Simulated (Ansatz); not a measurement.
# N2H (dinitrogen monohydride) at U-wB97X/STO-3G

Aim: the vertical doublet–quartet gap of N2H (dinitrogen monohydride) at U-wB97X/STO-3G, from 2 runs. 

Program for the calculation: Ansatz 0.2.0.

34 further runs of the same task are left out: 34 set aside as unsound or not needed.

## Step 1: The structure to begin with

N2H: 3 atoms, total charge 0, spin state doublet. As SMILES, `[N]=N`. The shape is that of a GFN2-xTB optimisation.

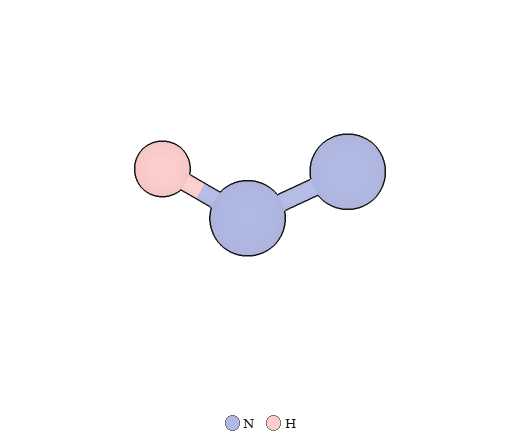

Viewed from a chosen angle; nitrogen light blue, hydrogen pink.

## Step 2: The energy at U-wB97X/STO-3G

run.yaml

```yaml
crystal:
  periodic: [false, false, false]
  atoms:
    - {symbol: "N", position_ang: [0.715210, -0.640440, 0.325220]}
    - {symbol: "N", position_ang: [-0.243160, -0.185380, -0.152740]}
    - {symbol: H, position_ang: [-0.472040, 0.825820, -0.172480]}
basis:
  gaussian:
    orbitals: STO-3G
accuracy: high
magnetization:
  spin_polarized: true
  initial_magnetization: 1
hamiltonian:
  xc: {name: wB97X}
```

The run is started by

```console
$ ansatz run run.yaml --threads 1 --pin off --max-ram 2610MiB --events-out events.jsonl --progress --plain --runs-dir runs
```

The program printed:

```text
Warning: RAYON_NUM_THREADS=1 ignored (pool sized by the plan → 1); use --threads N
Functional definition: wB97X
  name "wB97X"
  parameter omega = 0.3/bohr
  parameter cx = 0.157706
  parameter cx1 = 0.726479
  parameter cx2 = 1.04760
  parameter cx3 = -5.70635
  parameter cx4 = 13.2794
  parameter css1 = -4.33879
  parameter css2 = 18.2308
  parameter css3 = -31.7430
  parameter css4 = 17.2901
  parameter cos1 = 2.37031
  parameter cos2 = -11.3995
  parameter cos3 = 6.58405
  parameter cos4 = -3.78132
  exchange = spin_sum(e_x_unif_sr(omega)*poly(b97_u_x, 1 - cx, cx1, cx2, cx3, cx4)) + cx*exact_x_sr(omega)
      + exact_x_lr(omega)
  correlation = spin_sum(e_c_pw_same_spin*poly(b97_u_same, 1, css1, css2, css3, css4))
      + integral(e_c_pw_opposite_spin*poly(b97_u_opposite, 1, cos1, cos2, cos3, cos4))
168 factors; integrals over basis functions are off by at most 1.6e-8 eV
95 factors; integrals over basis functions are off by at most 5.8e-10 eV
mean field evaluation 1: about -2953.0253 eV, gradient 9.0e0 eV
mean field evaluation 2: about -2953.0239 eV, gradient 9.9e0 eV
mean field evaluation 4: about -2953.4954 eV, gradient 1.9e-1 eV
mean field evaluation 8: about -2953.4695 eV, gradient 7.6e-3 eV
mean field evaluation 16: about -2953.4695 eV, gradient 2.9e-6 eV
mean field -2953.46951804 eV, -108.5380028544 hartree, gradient 2.8e-8 eV, S^2 0.753308; 0 other end points of the search recorded, 0 dependent functions left out
reference -2953.46951717 eV, -108.5380028223 hartree; 8, 7 occupied and 3, 4 virtual orbitals, 168 factors
Total energy: -2953.46951717 eV, -108.5380028223 hartree
```

Wall time 3.9 s (1 thread of Arm Neoverse V1, shared host); peak memory 0.23 GiB.

## Step 3: The quartet at the same level

run.yaml

```yaml
basis:
  gaussian: {orbitals: STO-3G}
crystal:
  periodic: [false, false, false]
  atoms:
    - {symbol: "N", position_ang: [0.715210, -0.640440, 0.325220]}
    - {symbol: "N", position_ang: [-0.243160, -0.185380, -0.152740]}
    - {symbol: H, position_ang: [-0.472040, 0.825820, -0.172480]}
magnetization: {spin_polarized: true, initial_magnetization: 3}
hamiltonian: {xc: {name: wB97X}}
accuracy: high
```

The run is started by

```console
$ ansatz run run.yaml --threads 1 --pin off --max-ram 2610MiB --events-out events.jsonl --progress --plain --runs-dir runs
```

The program printed, cut to the lines that bear on the results:

```text
Warning: RAYON_NUM_THREADS=1 ignored (pool sized by the plan → 1); use --threads N
[... 2 set-up lines as earlier in the session ...]
[...]
      + exact_x_lr(omega)
[...]
      + integral(e_c_pw_opposite_spin*poly(b97_u_opposite, 1, cos1, cos2, cos3, cos4))
168 factors; integrals over basis functions are off by at most 1.6e-8 eV
95 factors; integrals over basis functions are off by at most 5.8e-10 eV
[...]
mean field -2947.15291045 eV, -108.3058718070 hartree, gradient 9.8e-8 eV, S^2 3.750730; 1 other end points of the search recorded, 0 dependent functions left out
reference -2947.15290963 eV, -108.3058717771 hartree; 9, 6 occupied and 2, 5 virtual orbitals, 168 factors
Total energy: -2947.15290963 eV, -108.3058717771 hartree
```

Run time: 4.5 s. Hardware: 1 thread of Arm Neoverse V1, shared host; peak memory 0.23 GiB.

## Step 4: Results

At U-wB97X/STO-3G:

```
                                        quantity          value
                           doublet: total energy  -108.53800 Eh
                                   doublet: ⟨S²⟩          0.753
                           quartet: total energy  -108.30587 Eh
                                   quartet: ⟨S²⟩          3.751
vertical energy of the quartet above the doublet       6.317 eV
```

**Reading.** At this shape the quartet lies 6.32 eV (609 kJ/mol) above the doublet. In a minimal basis such a difference can be off by several eV, whatever the method.
